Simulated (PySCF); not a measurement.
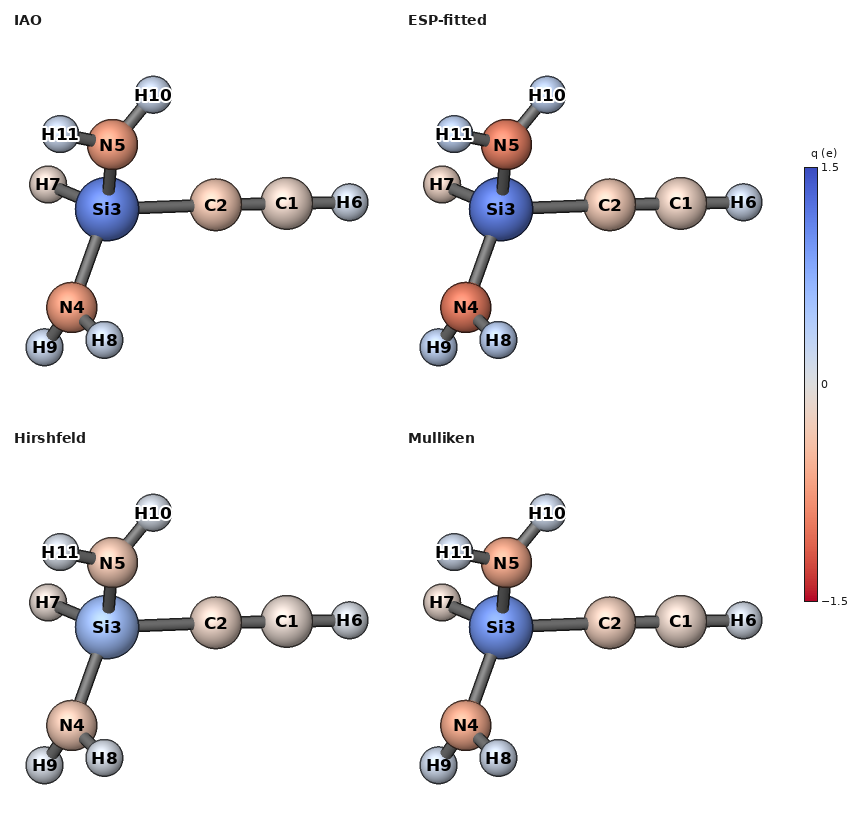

Atomic charges of one calculation by 4 schemes, on one colour scale. Computed geometry: PBE0-D3(BJ)/def2-SVP optimisation. No frequency run is at hand to confirm it as a minimum. Computed with PBE0/STO-3G (PySCF 2.14.0).

**Which scheme gives the most polar picture (largest mean size of the charges)?**

The ESP-fitted charges are the largest in size here, and the Hirshfeld charges the smallest.

**On which atom do the schemes disagree most?**

On N4 (from −0.93 to −0.31 e).

List the charges (e), one line for each set of equivalent atoms.

```csv
atom,IAO,ESP-fitted,Hirshfeld,Mulliken
C1,−0.16,−0.20,−0.11,−0.15
C2,−0.32,−0.30,−0.18,−0.26
Si3,1.06,1.12,0.57,0.94
N4,−0.70,−0.93,−0.31,−0.60
N5,−0.70,−0.90,−0.32,−0.60
H6,0.15,0.18,0.07,0.11
H7,−0.13,−0.19,−0.09,−0.13
H8,0.20,0.32,0.09,0.17
H9,0.20,0.30,0.09,0.17
H10,0.20,0.30,0.09,0.18
H11,0.20,0.30,0.09,0.17
```
